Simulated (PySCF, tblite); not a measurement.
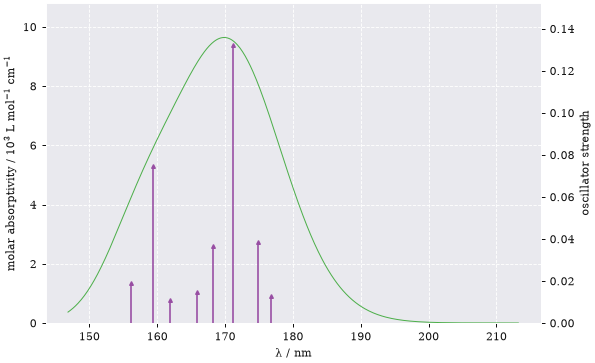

Computed absorption of C₃H₁₂GeSi, SMILES CC[Si@H](C)[GeH3], singlet. Vertical TDDFT excitations, B3LYP/def2-SVPD in PySCF 2.14.0, at a GFN2-xTB geometry (a minimum by its frequencies), gas phase. Only the first 8 singlet excitations are included; each is broadened by a Gaussian of 1/e half-width 0.40 eV. Sticks give oscillator strengths (right axis).

Does any vertical transition fall in the visible?

No singlet lies below 3.1 eV (beyond 400 nm), so at this level no vertical transition falls in the visible.

Which of the computed transitions is the brightest, and what character does the calculation give it?

S3 at 7.24 eV (171 nm), f = 0.132, mainly HOMO → LUMO+2 (92 %).

Where is the lowest singlet, and is it bright?

S1 lies at 7.01 eV (177 nm) with f = 0.013, mainly HOMO → LUMO (94 %); it is weak.

Caveats: states above the negative HOMO energy depend on the basis; the tight-binding geometry is rougher than a DFT one and adds to the error; one conformer of a flexible molecule; core orbitals are frozen in the response.
